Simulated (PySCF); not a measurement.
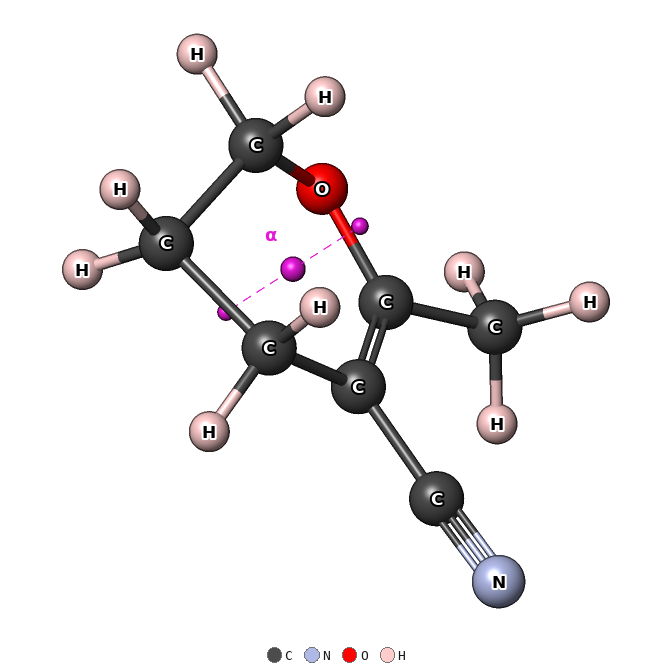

The small points mark where nucleus-independent chemical shifts (NICS) were computed: at the centre of each lettered ring and 1 Å above and below it. Geometry: a frame of a GFN2-xTB molecular-dynamics simulation, not a minimum. Level of theory: GIAO PBE0/pcSseg-1 NMR shielding, non-relativistic, gas phase (PySCF 2.14.0).

Give NICS(0), NICS(1) and the out-of-plane component NICS(1)zz for each ring (means of the two sides).

```tsv
ring	members	NICS(0)	NICS(1)	NICS(1)zz
α	C5O	−1.3	−1.8	1.8
```

Values in ppm.

### What do the values say about the ring currents?

Ring α: weak, as in a non-aromatic ring. NICS is one index among several.
